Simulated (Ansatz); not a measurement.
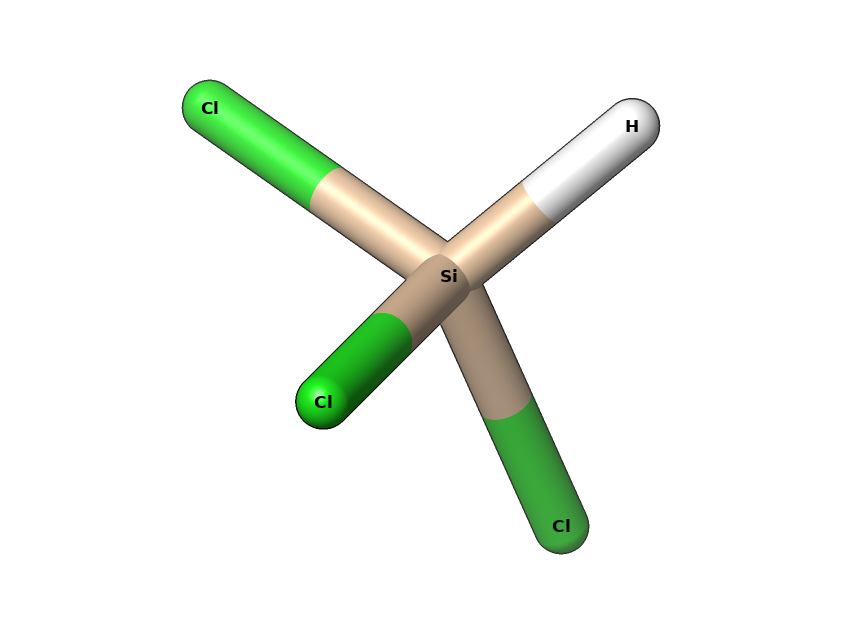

The picture shows a molecular structure as a stick model.

The computed structure is the end point of a PBE0-D4/def2-TZVP optimisation.

Question: What is the molecular formula?

Answer: Cl3HSi, 5 atoms: 3 chlorine, 1 hydrogen and 1 silicon.

Question: How many sets of symmetry-equivalent atoms are there?

Answer: 3: 1 H, 1 Si, 3 Cl.

Question: How many bonds of each kind are drawn?

Answer: 3 Cl–Si, 1 Si–H. Sticks follow a distance rule.

More results for the same structure follow; atom numbers are the same in all pictures, views and colours differ.

## Dipole moment

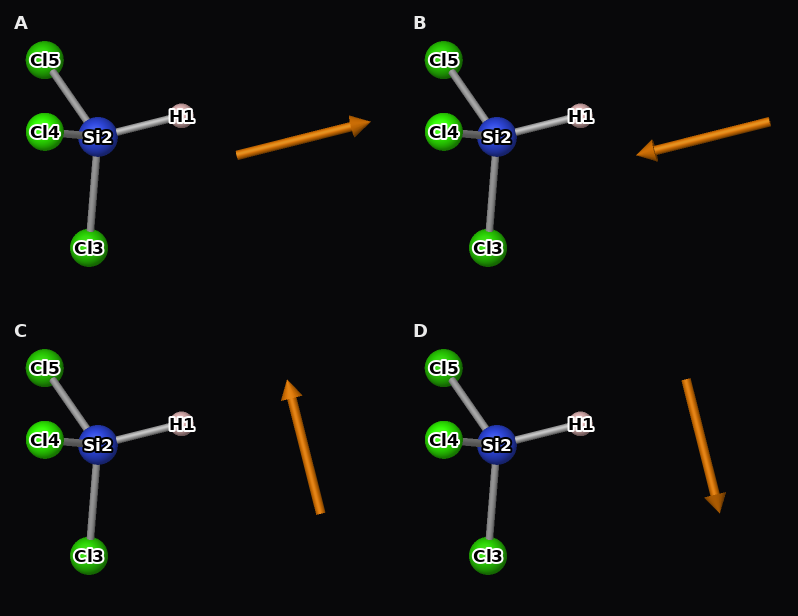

The same molecule four times, each with an arrow. Method: RKS PBE0-D4/def2-TZVP (Ansatz 0.2.0).

Question: Which arrow points along the dipole moment, from the negative to the positive end?

Answer: A. The dipole moment is 0.78 D; it points from the side of Cl3, Cl4, Cl5 to the side of H1 (the outermost atoms at the two ends).

## Charges

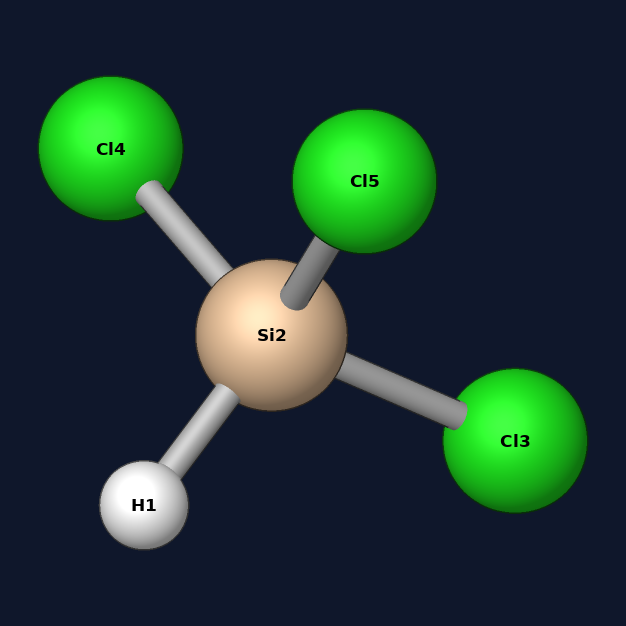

The questions are on Mulliken charges. Properties computed with RKS PBE0-D4/def2-TZVP (Ansatz 0.2.0).

List the Mulliken charges.

```csv
atom,value (e)
H1,0.01
Si2,0.55
Cl3,−0.19
Cl4,−0.19
Cl5,−0.19
```

## Vibrations

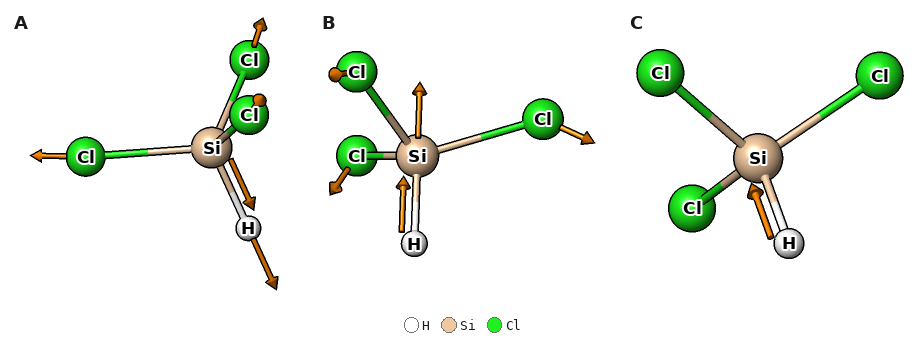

3 normal modes of one molecule or complex, as arrows. Harmonic vibrations computed with RKS PBE0-D4/def2-TZVP (Ansatz 0.2.0) at a stationary point of the same level.

Question: Match the panels to the wavenumbers 250 cm⁻¹, 496 cm⁻¹, 2309 cm⁻¹.

Answer: A: 496 cm⁻¹
B: 250 cm⁻¹, angle bending
C: 2309 cm⁻¹, Si–H stretching

Mulliken values depend strongly on the basis set and can even reverse the polarity of a bond.
